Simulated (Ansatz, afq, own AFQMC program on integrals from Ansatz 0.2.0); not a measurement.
**TiN (doublet): AFQMC on the coupled-cluster ladder at distance Ti1–N2 = 4.211 Å, def2-SVP**

Aim: compute TiN (doublet) with auxiliary-field quantum Monte Carlo on the same integrals as coupled cluster, and set the energies side by side.

The runs use Ansatz 0.2.0, Gaussian basis, and an in-house AFQMC program (afq) on its integrals; all values are calculated; def2-SVP, frozen cores.

To be run: PBE (unrestricted); r2SCAN (unrestricted); PBE0 (unrestricted); B3LYP (unrestricted); wB97M-V (unrestricted); B2PLYP (unrestricted); CCSD(T) on ROHF; CCSD(T) on UHF; CCSDT(Q) on UHF; Phaseless AFQMC, CISD trial on UHF.

3 further runs of the same task are left out: 3 that didn't finish.

## (1) The geometry

The geometry derives from a PBE0/def2-TZVP stationary point (not a proven minimum). One bond is set to the value named and the two fragments are kept rigid.

2 atoms, charge 0, spin multiplicity 2.

Atoms are counted from 1 here; the program's logs count them from 0.

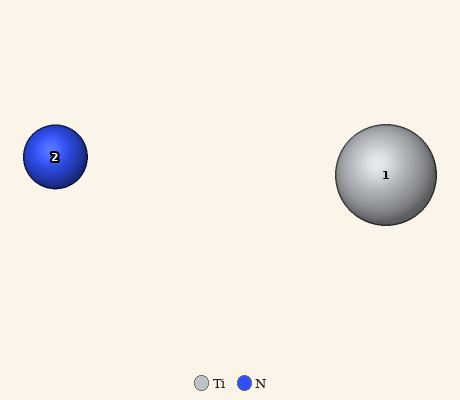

The structure; titanium light grey, nitrogen blue; atoms are numbered from 1 in the order of the file.

## (2) PBE (unrestricted)

The input, in.yaml:

```yaml
crystal:
  periodic: [false, false, false]
  atoms:
    - {symbol: Ti, position_ang: [0.000000, 0.000000, 0.000000]}
    - {symbol: N, position_ang: [0.000000, 0.000000, 4.211000]}
basis:
  gaussian: {orbitals: def2-SVP}
magnetization: {spin_polarized: true, initial_magnetization: 1}
hamiltonian: {xc: {name: PBE}}
output: {orbitals: {seedname: orbitals}}
```

Launch:

```bash
> ansatz run in.yaml --threads 1 --pin off --events-out ev --progress --plain --max-ram 1382MiB
```

The program printed, shortened:

```text
Functional definition: PBE
  name "PBE"
  cite "Perdew, Burke & Ernzerhof, Phys. Rev. Lett. 77, 3865 (1996) doi:10.1103/PhysRevLett.77.3865"
  parent pbe
[...]
552 factors; their error is unknown
[...]
mean field -24584.48302922 eV, -903.4630873628 hartree, gradient 2.7e-6 eV, S^2 3.492593; 32 other end points of the search recorded, 0 dependent functions left out
reference -24584.48308133 eV, -903.4630892776 hartree; 15, 14 occupied and 30, 31 virtual orbitals, 552 factors
Total energy: -24584.48308133 eV, -903.4630892776 hartree
```

Run time: 81 s. Hardware: 1 thread of Arm Neoverse V1, shared host.

From the report: ⟨S²⟩ of the determinant 3.493 (pure doublet: 0.75). The determinant is far from a pure spin state, so its energy mixes those of several spin states (harmless only where they are near-degenerate, as at dissociation).

## (3) r2SCAN (unrestricted)

Changes to in.yaml since step 2:

```diff
@@ -8,3 +8,2 @@
 magnetization: {spin_polarized: true, initial_magnetization: 1}
-hamiltonian: {xc: {name: PBE}}
-output: {orbitals: {seedname: orbitals}}
+hamiltonian: {xc: {name: r2SCAN}}
```

Same command.

The program printed, shortened:

```text
Functional definition: r2SCAN
  name "r2SCAN"
  cite "Furness, Kaplan, Ning, Perdew & Sun, J. Phys. Chem. Lett. 11, 8208 (2020) doi:10.1021/acs.jpclett.0c02405"
  cite "Furness, Kaplan, Ning, Perdew & Sun, J. Phys. Chem. Lett. 11, 9248 (2020) doi:10.1021/acs.jpclett.0c03077"
  parent r2scan
[...]
552 factors; their error is unknown
[...]
mean field -24591.25631741 eV, -903.7120011126 hartree, gradient 1.1e-6 eV, S^2 3.571883; 32 other end points of the search recorded, 0 dependent functions left out
reference -24591.25635218 eV, -903.7120023905 hartree; 15, 14 occupied and 30, 31 virtual orbitals, 552 factors
Total energy: -24591.25635218 eV, -903.7120023905 hartree
```

It took 3.2 min on 1 thread of Arm Neoverse V1, shared host.

From the report: ⟨S²⟩ of the determinant 3.572 (pure doublet: 0.75). The determinant is far from a pure spin state, so its energy mixes those of several spin states (harmless only where they are near-degenerate, as at dissociation).

## (4) PBE0 (unrestricted)

Changes to in.yaml since step 3:

```diff
@@ -8,2 +8,3 @@
 magnetization: {spin_polarized: true, initial_magnetization: 1}
-hamiltonian: {xc: {name: r2SCAN}}
+hamiltonian: {xc: {name: PBE0}}
+output: {orbitals: {seedname: orbitals}}
```

The command is unchanged.

The program printed, shortened:

```text
Functional definition: PBE0
  name "PBE0"
  cite "Adamo & Barone, J. Chem. Phys. 110, 6158 (1999) doi:10.1063/1.478522"
  cite "Perdew, Burke & Ernzerhof, Phys. Rev. Lett. 77, 3865 (1996) doi:10.1103/PhysRevLett.77.3865"
  parent pbe
[...]
490 factors; integrals over basis functions are off by at most 2.9e-4 eV
[...]
mean field -24585.83626454 eV, -903.5128178436 hartree, gradient 1.8e-6 eV, S^2 2.755356; 12 other end points of the search recorded, 0 dependent functions left out
reference -24585.83629904 eV, -903.5128191112 hartree; 15, 14 occupied and 30, 31 virtual orbitals, 490 factors
Total energy: -24585.83629904 eV, -903.5128191112 hartree
```

Run time: 45 s. Hardware: 1 thread of Arm Neoverse V1, shared host.

From the report: ⟨S²⟩ of the determinant 2.755 (pure doublet: 0.75). The determinant is far from a pure spin state, so its energy mixes those of several spin states (harmless only where they are near-degenerate, as at dissociation).

## (5) B3LYP (unrestricted)

Changes to in.yaml since step 4:

```diff
@@ -8,3 +8,2 @@
 magnetization: {spin_polarized: true, initial_magnetization: 1}
-hamiltonian: {xc: {name: PBE0}}
-output: {orbitals: {seedname: orbitals}}
+hamiltonian: {xc: {name: B3LYP}}
```

Same command.

The program printed, shortened:

```text
Functional definition: B3LYP
  name "B3LYP"
  cite "Stephens, Devlin, Chabalowski & Frisch, J. Phys. Chem. 98, 11623 (1994) doi:10.1021/j100096a001"
  cite "Becke, Phys. Rev. A 38, 3098 (1988) doi:10.1103/PhysRevA.38.3098"
  cite "Lee, Yang & Parr, Phys. Rev. B 37, 785 (1988) doi:10.1103/PhysRevB.37.785"
  cite "Vosko, Wilk & Nusair, Can. J. Phys. 58, 1200 (1980) doi:10.1139/p80-159"
[...]
490 factors; integrals over basis functions are off by at most 2.9e-4 eV
[...]
mean field -24593.49010439 eV, -903.7940912701 hartree, gradient 1.2e-6 eV, S^2 2.754174; 10 other end points of the search recorded, 0 dependent functions left out
reference -24593.49031503 eV, -903.7940990108 hartree; 15, 14 occupied and 30, 31 virtual orbitals, 490 factors
Total energy: -24593.49031503 eV, -903.7940990108 hartree
```

Wall time 39 s (1 thread of Arm Neoverse V1, shared host).

From the report: ⟨S²⟩ of the determinant 2.754 (pure doublet: 0.75). The determinant is far from a pure spin state, so its energy mixes those of several spin states (harmless only where they are near-degenerate, as at dissociation).

## (6) wB97M-V (unrestricted)

Changes to in.yaml since step 5:

```diff
@@ -8,2 +8,3 @@
 magnetization: {spin_polarized: true, initial_magnetization: 1}
-hamiltonian: {xc: {name: B3LYP}}
+hamiltonian: {xc: {name: wB97M-V}}
+output: {orbitals: {seedname: orbitals}}
```

The command is unchanged.

The program printed, shortened:

```text
Functional definition: wB97M-V
  name "wB97M-V"
  cite "Mardirossian & Head-Gordon, J. Chem. Phys. 144, 214110 (2016) doi:10.1063/1.4952647"
  cite "Becke, J. Chem. Phys. 107, 8554 (1997) doi:10.1063/1.475007"
  cite "Vydrov & Van Voorhis, J. Chem. Phys. 133, 244103 (2010) doi:10.1063/1.3521275"
  # Of w^i u^j: cxij and so on, Table III.
[...]
  gx(w, u) = 1 - cx + cx01*u + cx10*w
  gss(w, u) = css00 + css04*u^4 + css10*w + css20*w^2 + css43*w^4*u^3
  gos(w, u) = cos00 + cos10*w + (cos20 + cos21*u)*w^2 + (cos60 + cos61*u)*w^6
[...]
      + integral(e_c_pw_mod_opposite_spin*gos(b97_w_opposite, b97_u_opposite)) + vv10(b, c)
490 factors; integrals over basis functions are off by at most 2.9e-4 eV
95 factors; integrals over basis functions are off by at most 3.5e-4 eV
[...]
mean field -24591.30813166 eV, -903.7139052511 hartree, gradient 3.8e-6 eV, S^2 2.753831; 10 other end points of the search recorded, 0 dependent functions left out
reference -24591.30818123 eV, -903.7139070729 hartree; 15, 14 occupied and 30, 31 virtual orbitals, 490 factors
Total energy: -24591.30818123 eV, -903.7139070729 hartree
```

Run time: 3.6 min. Hardware: 1 thread of Arm Neoverse V1, shared host; peak memory 0.25 GiB.

From the report: ⟨S²⟩ of the determinant 2.754 (pure doublet: 0.75). The determinant is far from a pure spin state, so its energy mixes those of several spin states (harmless only where they are near-degenerate, as at dissociation).

## (7) B2PLYP (unrestricted)

Changes to in.yaml since step 6:

```diff
@@ -8,3 +8,3 @@
 magnetization: {spin_polarized: true, initial_magnetization: 1}
-hamiltonian: {xc: {name: wB97M-V}}
-output: {orbitals: {seedname: orbitals}}
+hamiltonian: {xc: {name: B2PLYP}}
+correlation: {electrons: outside_noble_gas}
```

Launched as before.

The program printed, shortened:

```text
Functional definition: B2PLYP
  name "B2PLYP"
  cite "Grimme, J. Chem. Phys. 124, 034108 (2006) doi:10.1063/1.2148954"
  cite "Becke, Phys. Rev. A 38, 3098 (1988) doi:10.1103/PhysRevA.38.3098"
  cite "Lee, Yang & Parr, Phys. Rev. B 37, 785 (1988) doi:10.1103/PhysRevB.37.785"
[...]
490 factors; integrals over basis functions are off by at most 2.9e-4 eV
[...]
mean field -24584.27820230 eV, -903.4555601121 hartree, gradient 3.1e-10 eV, S^2 2.757335; 15 other end points of the search recorded, 0 dependent functions left out
10 core orbitals not correlated: weight in the atoms' cores, before any rotation towards them, 1.000 or more for the frozen orbitals, at most 0.000 for the correlated occupied ones
reference -24584.27833461 eV, -903.4555649744 hartree; 5, 4 occupied and 30, 31 virtual orbitals, 490 factors
second order -3.29361968 eV of doubles, -0.00000000 eV of singles
Total energy: -24585.16761192 eV, -903.4882453130 hartree
```

It took 59 s on 1 thread of Arm Neoverse V1, shared host.

From the report: ⟨S²⟩ of the determinant 2.757 (pure doublet: 0.75). The determinant is far from a pure spin state, so its energy mixes those of several spin states (harmless only where they are near-degenerate, as at dissociation).

## (8) CCSD(T) on ROHF

The input, in.yaml:

```yaml
crystal:
  periodic: [false, false, false]
  atoms:
    - {symbol: Ti, position_ang: [0.000000, 0.000000, 0.000000]}
    - {symbol: N, position_ang: [0.000000, 0.000000, 4.211000]}
basis:
  gaussian: {orbitals: def2-SVP}
magnetization: {spin_polarized: false, initial_magnetization: 1}
correlation: {method: ccsd_t, electrons: outside_noble_gas, hamiltonian_folder: ham}
```

The command is unchanged.

The program printed, shortened:

```text
Functional definition: HF
  name "HF"
  cite "Fock, Z. Phys. 61, 126 (1930) doi:10.1007/BF01340294"
  parent pbe
[...]
490 factors; integrals over basis functions are off by at most 2.9e-4 eV
[...]
mean field -24555.34940328 eV, -902.3924463569 hartree, gradient 3.0e-10 eV, S^2 0.750000; 58 other end points of the search recorded, 0 dependent functions left out
[...]
determinant -24555.34940328 eV, -902.3924463569 hartree, with singles and doubles -24560.13679665 eV, -902.5683798184 hartree
determinant -24555.34876988 eV, -902.3924230799 hartree, with singles and doubles -24560.13675011 eV, -902.5683781080 hartree
determinant -24555.34183972 eV, -902.3921684010 hartree, with singles and doubles -24560.13310852 eV, -902.5682442820 hartree
determinant -24555.34013052 eV, -902.3921055892 hartree, with singles and doubles -24560.13704105 eV, -902.5683887999 hartree
[...]
determinant -24555.27101770 eV, -902.3895657398 hartree, with no singles and doubles
determinant -24555.26342205 eV, -902.3892866050 hartree, with singles and doubles -24560.38069203 eV, -902.5773428082 hartree
unrestricted determinant -24561.62119604 eV, -902.6229304899 hartree, S^2 2.7664
10 core orbitals not correlated: weight in the atoms' cores, before any rotation towards them, 1.000 or more for the frozen orbitals, at most 0.000 for the correlated occupied ones
reference -24555.30890362 eV, -902.3909580218 hartree; 5, 4 occupied and 30, 31 virtual orbitals, 490 factors
second order -3.25731323 eV of doubles, -0.06770575 eV of singles
cycle   1  -5.19786119 eV  change    4.7e-6 eV  update   3.0e-5
[...]
cycle  58  -5.19788216 eV  change   -1.1e-6 eV  update   1.9e-6
perturbative correction -0.37757542 eV, -0.0138756409 hartree
WARN: the results are in doubt because among natural orbitals the method converges to other amplitudes
WARN: the method's energy lies above the unrestricted determinant's, so it is not that of the lowest state
Total energy: -24560.88436120 eV, -902.5958523089 hartree
In doubt: among natural orbitals the method converges to other amplitudes
```

It took 3.8 min on 1 thread of Arm Neoverse V1, shared host.

From the report: correlation -5.5755 eV; T1 0.026; largest double amplitude 0.56. The program marks this result as in doubt; its last lines say why.

This run also writes the integrals to the folder ham.

## (9) CCSD(T) on UHF

Changes to in.yaml since step 8:

```diff
@@ -7,3 +7,3 @@
   gaussian: {orbitals: def2-SVP}
-magnetization: {spin_polarized: false, initial_magnetization: 1}
+magnetization: {spin_polarized: true, initial_magnetization: 1}
 correlation: {method: ccsd_t, electrons: outside_noble_gas, hamiltonian_folder: ham}
```

Same command.

The program printed, shortened:

```text
Functional definition: HF
  name "HF"
  cite "Fock, Z. Phys. 61, 126 (1930) doi:10.1007/BF01340294"
  parent pbe
[...]
490 factors; integrals over basis functions are off by at most 2.9e-4 eV
[...]
mean field -24561.62119604 eV, -902.6229304898 hartree, gradient 1.1e-9 eV, S^2 2.766426; 58 other end points of the search recorded, 0 dependent functions left out
determinant -24561.62119604 eV, -902.6229304898 hartree, with singles and doubles -24565.03677928 eV, -902.7484508584 hartree
determinant -24561.62044986 eV, -902.6229030680 hartree, with singles and doubles -24565.03576008 eV, -902.7484134035 hartree
determinant -24561.31342155 eV, -902.6116199858 hartree, with singles and doubles -24564.87675786 eV, -902.7425701799 hartree
determinant -24561.31148892 eV, -902.6115489629 hartree, with singles and doubles -24564.87165350 eV, -902.7423825980 hartree
[...]
determinant -24561.62119604 eV, -902.6229304898 hartree, with singles and doubles -24565.03720484 eV, -902.7484664977 hartree
determinant -24561.62044986 eV, -902.6229030680 hartree, with singles and doubles -24565.03618748 eV, -902.7484291104 hartree
determinant -24561.31342155 eV, -902.6116199858 hartree, with singles and doubles -24564.93884542 eV, -902.7448518556 hartree
determinant -24561.31148892 eV, -902.6115489629 hartree, with singles and doubles -24564.93782046 eV, -902.7448141891 hartree
10 core orbitals not correlated: weight in the atoms' cores, before any rotation towards them, 1.000 or more for the frozen orbitals, at most 0.000 for the correlated occupied ones
reference -24561.62119604 eV, -902.6229304898 hartree; 5, 4 occupied and 30, 31 virtual orbitals, 490 factors
second order -2.66674461 eV of doubles, -0.00000000 eV of singles
cycle   1  -3.41601053 eV  change   -1.7e-6 eV  update   3.4e-6
perturbative correction -0.04324420 eV, -0.0015891950 hartree
Total energy: -24565.08045078 eV, -902.7500557565 hartree
```

Run time: 42 s. Hardware: 1 thread of Arm Neoverse V1, shared host.

From the report: ⟨S²⟩ of the determinant 2.766 (pure doublet: 0.75); correlation -3.4593 eV; T1 0.016; largest double amplitude 0.14. The determinant is far from a pure spin state, so its energy mixes those of several spin states (harmless only where they are near-degenerate, as at dissociation).

This run also writes the integrals to the folder ham.

## (10) CCSDT(Q) on UHF

Changes to in.yaml since step 9:

```diff
@@ -8,2 +8,2 @@
 magnetization: {spin_polarized: true, initial_magnetization: 1}
-correlation: {method: ccsd_t, electrons: outside_noble_gas, hamiltonian_folder: ham}
+correlation: {method: ccsdt_q, electrons: outside_noble_gas}
```

Same command.

The program printed, shortened:

```text
Functional definition: HF
  name "HF"
  cite "Fock, Z. Phys. 61, 126 (1930) doi:10.1007/BF01340294"
  parent pbe
[...]
801 factors; integrals over basis functions are off by at most 1.8e-7 eV
[...]
mean field -24561.62124714 eV, -902.6229323674 hartree, gradient 5.0e-10 eV, S^2 2.766422; 55 other end points of the search recorded, 0 dependent functions left out
determinant -24561.62124714 eV, -902.6229323674 hartree, with singles and doubles -24565.03696844 eV, -902.7484578100 hartree
determinant -24561.62050064 eV, -902.6229049344 hartree, with singles and doubles -24565.03594913 eV, -902.7484203512 hartree
determinant -24561.31347088 eV, -902.6116217988 hartree, with singles and doubles -24564.87693427 eV, -902.7425766627 hartree
determinant -24561.31153915 eV, -902.6115508089 hartree, with singles and doubles -24564.87182333 eV, -902.7423888393 hartree
[...]
determinant -24561.62050064 eV, -902.6229049344 hartree, with singles and doubles -24565.03637767 eV, -902.7484360999 hartree
determinant -24561.31347088 eV, -902.6116217988 hartree, with singles and doubles -24564.93903364 eV, -902.7448587727 hartree
determinant -24561.31153915 eV, -902.6115508089 hartree, with singles and doubles -24564.93801008 eV, -902.7448211575 hartree
10 core orbitals not correlated: weight in the atoms' cores, before any rotation towards them, 1.000 or more for the frozen orbitals, at most 0.000 for the correlated occupied ones
reference -24561.62124714 eV, -902.6229323674 hartree; 5, 4 occupied and 30, 31 virtual orbitals, 801 factors
second order -2.66684820 eV of doubles, -0.00000000 eV of singles
cycle   1  -3.18874746 eV  change   -5.2e-1 eV  update   7.2e-2
[...]
cycle  38  -3.47544645 eV  change    2.5e-8 eV  update   6.8e-7
perturbative correction -0.00130366 eV, -0.0000479086 hartree
Total energy: -24565.09799725 eV, -902.7507005774 hartree
```

Run time: 87 s. Hardware: 1 thread of Arm Neoverse V1, shared host; peak memory 0.25 GiB.

From the report: ⟨S²⟩ of the determinant 2.766 (pure doublet: 0.75); correlation -3.4768 eV; T1 0.017; largest double amplitude 0.14. The determinant is far from a pure spin state, so its energy mixes those of several spin states (harmless only where they are near-degenerate, as at dissociation).

## (11) Phaseless AFQMC, CISD trial on UHF

It reads the integrals that the CCSD(T) run on this determinant wrote.

Launch:

```bash
> afq ham --method phaseless --trial cisd --walkers 60 --populations 1 --least-time 40 --time-step 0.005 --steps-per-block 50 --equilibration-blocks 40 --max-blocks 300 --target-error 0.00072 --factor-cut 1e-05 --start spin_pure --seed 5544 --release-times 0.24,0.51,0.99,1.62,2.4 --release-step 0.03 --release-every 4 --taylor-order 6
```

The program printed:

```text
orbitals 35  electrons 5 4  factors 251 of 490
reference energy -902.62293049 Eh
CCSD correlation -0.12553655 Eh in 15 cycles, weight of the determinant in the CISD state 0.9014
energy of the start -902.747877 Eh
 block  time / (1/Eh)  mean weight  energy / Eh
     1     0.250  1.0011  -902.747481
     2     0.500  1.0015  -902.747422
     3     0.750  1.0005  -902.748703
     4     1.000  0.9990  -902.748415
     5     1.250  0.9998  -902.748395
     6     1.500  0.9980  -902.749831
     7     1.750  0.9999  -902.750248
     8     2.000  0.9981  -902.749674
     9     2.250  1.0004  -902.748375
    10     2.500  1.0014  -902.748781
    11     2.750  1.0002  -902.750566
    16     4.000  0.9992  -902.748807
    21     5.250  1.0011  -902.750785
    26     6.500  1.0007  -902.754163
    31     7.750  1.0015  -902.749972
    36     9.000  0.9983  -902.749861
    41    10.250  1.0009  -902.751944
    46    11.500  1.0000  -902.751719
    51    12.750  1.0018  -902.750420
    56    14.000  1.0012  -902.747809
    61    15.250  1.0005  -902.746495
    66    16.500  0.9983  -902.747169
    71    17.750  1.0004  -902.749168
    76    19.000  1.0008  -902.748930
    81    20.250  1.0023  -902.748481
    86    21.500  1.0008  -902.748937
    91    22.750  0.9991  -902.749657
    96    24.000  1.0011  -902.751454
   101    25.250  0.9996  -902.749969
   106    26.500  0.9984  -902.753871
   111    27.750  1.0021  -902.750193
   116    29.000  1.0021  -902.746927
   121    30.250  0.9962  -902.745505
   126    31.500  1.0000  -902.752387
   131    32.750  1.0025  -902.751554
   136    34.000  1.0028  -902.750172
   141    35.250  0.9999  -902.752432
   146    36.500  0.9902  -902.749285
   151    37.750  0.9989  -902.748304
   156    39.000  1.0003  -902.750934
   161    40.250  1.0018  -902.749080
   166    41.500  0.9999  -902.753725
   171    42.750  0.9998  -902.752297
   176    44.000  1.0009  -902.748650
   181    45.250  1.0008  -902.750248
   186    46.500  1.0009  -902.748675
   191    47.750  1.0025  -902.749064
   196    49.000  1.0001  -902.748008
blocks merged  error / Eh  count
     1  0.000196  160
     2  0.000220  80
     4  0.000261  40
     8  0.000312  20
    16  0.000275  10
released: time / (1/Eh)  energy / Eh  error  mean overlap
  0.24  -902.750021  0.000381  0.9855
  0.51  -902.749672  0.000442  0.9853
  0.99  -902.750234  0.000443  0.9790
  1.62  -902.750787  0.000421  0.9571
  2.40  -902.750541  0.000852  0.9321
energy -902.749572 +/- 0.000312 Eh
```

It took 3.2 min on 1 thread of Arm Neoverse V1, shared host.

Energy -24565.0673 ± 0.0085 eV. Caveats: constraint bias not in the error.

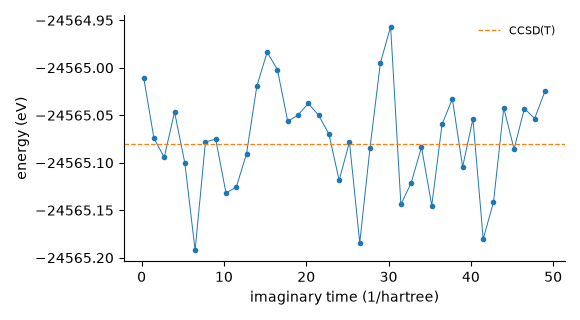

Block energies along the walk.

## (12) All levels side by side

On the UHF determinant, counted from CCSDT(Q) (a yardstick, not exact):

| level | energy (eV) | from CCSDT(Q) (kJ/mol) | statistical error (kJ/mol) | time |
| --- | --- | --- | --- | --- |
| HF | -24561.6212 | +335.5 |  |  |
| MP2 | -24564.2879 | +78.2 |  |  |
| CCSD | -24565.0372 | +5.9 |  |  |
| CCSD(T) | -24565.0805 | +1.7 |  |  |
| CCSDT(Q) | -24565.0980 | 0.0 |  |  |
| Phaseless AFQMC, CISD trial, step 0.005, 60 walkers | -24565.0673 | +3.0 | 0.8 | 3.2 min |

The functionals' totals stand on their own zeros and serve differences with other points: PBE -24584.483 eV; r2SCAN -24591.256 eV; PBE0 -24585.836 eV; B3LYP -24593.490 eV; wB97M-V -24591.308 eV; B2PLYP -24585.168 eV.

## (13) Outcome

| quantity | value |
| --- | --- |
| CCSD(T) on UHF from CCSDT(Q) | +1.7 kJ/mol |
| Phaseless AFQMC, CISD trial on UHF from CCSDT(Q) | +3.0 ± 0.8 kJ/mol |

In words: On UHF the phaseless walk with the CISD trial lies +3.0 kJ/mol from CCSDT(Q), 4 times its error bar. Error bars are statistical and leave out the constraint, the time step and what remains of the start.
